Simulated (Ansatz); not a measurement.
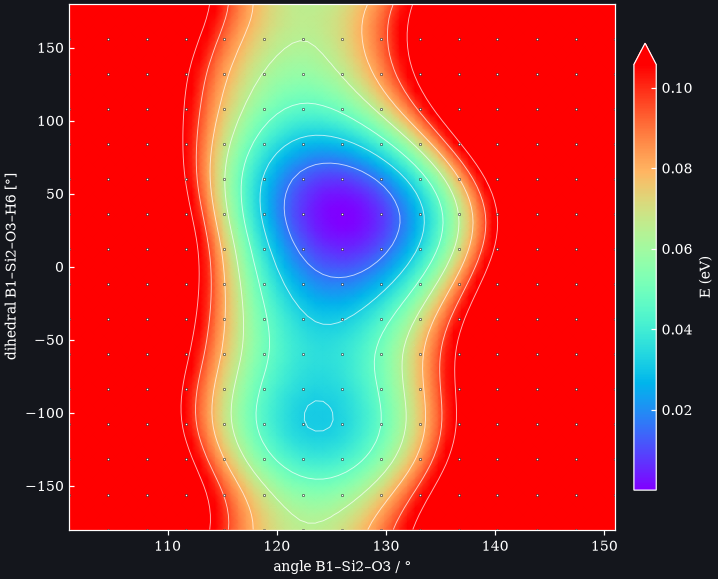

BH3OSi, SMILES B=[SiH]O. 
- Coordinates scanned: (1) angle B1–Si2–O3; (2) dihedral B1–Si2–O3–H6.
- Nothing is relaxed (all other coordinates rigid).
- The scan uses a 15 × 15 grid.
- Energies are in eV, from the relaxed molecule at the same level.
- Method: RKS PBE0-D4/def2-TZVP in Ansatz.

In the figure: a smooth colour map with a few white contour lines, dots at the grid points, one colour for all values above the top of the scale. Between grid points the surface is interpolated.

Q: Where is the minimum, and how stiff is the well along each coordinate?

A: The interpolated minimum is at angle B1–Si2–O3 ≈ 126.0°, dihedral B1–Si2–O3–H6 ≈ 35°. The curvatures there are about 3.8 eV/rad² and 0.086 eV/rad², with a cross term of about 0.064 eV/rad². Round the minimum the two coordinates are weakly coupled (coupling 0.11 in units of the two stiffnesses).
